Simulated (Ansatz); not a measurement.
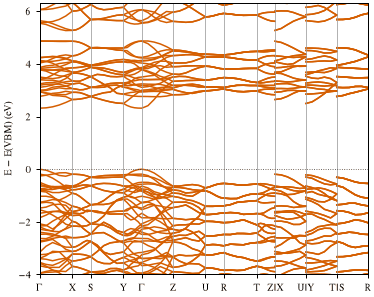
Fig. 1. Band structure from the program Ansatz at the LDA level (PAW)

Read off the gap and where the band edges lie.

About 2.3 eV (2.32 eV by a search for the band edges); maximum at Γ, minimum at Γ.

The material is TiO2 in space group Pbca (No. 61; Ti on 8c, O on 8c, O on 8c).

Symmetry was held in the LDA relaxation; phonons on a q-mesh show no instability. No spin polarisation was allowed.

Potentials: the later of the program's two PAW sets.
